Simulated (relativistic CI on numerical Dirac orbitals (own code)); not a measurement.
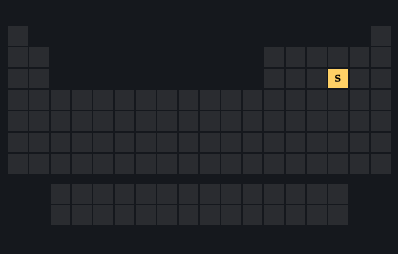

*The place of sulfur in the periodic table.*

**Run report: S²⁺, relativistic CI calculation**

- system: S²⁺.
- method: Dirac-Coulomb-Breit CI, KLI orbitals optimised for each configuration, model QED (radiative potential, 1s self-energy scaled to tabulated hydrogen-like ionisation energies), numerical settings as typed (relativistic CI on numerical Dirac orbitals, in-house)

**Outcome**

```tsv
quantity	value
outcome	not converged
hardware	1 CPU thread, shared host
```

**What went wrong**

The input is odd on purpose: iterations. The run did not meet its convergence test, so its last values are not results. Limits: SCF of 1s2 2s2 2p6 3s2 3p2 did not converge.

**Input file**
```
atom S  Z=16  charge=2  electrons=14
nucleus A=32  rms_radius_fm=3.2611
hamiltonian dirac-coulomb  breit=on  qed=on  c_scale=1
orbitals kli  potential=per-configuration
slater_scale 1
correlation none
mixing on
grid step=0.0125 r_max=34.3
scf mixing=0.4 start=green max_iterations=2 tolerance=2e-08 node_fill=0.05
configurations
  [Ne] 3s2 3p2
  [Ne] 3s 3p3
end
```

The run was one of a batch that the task file lists, launched with:
```bash
python <driver script> task.json out
```

The program writes its results to a structured record and prints no log; tables and figures of this report are taken from that record.
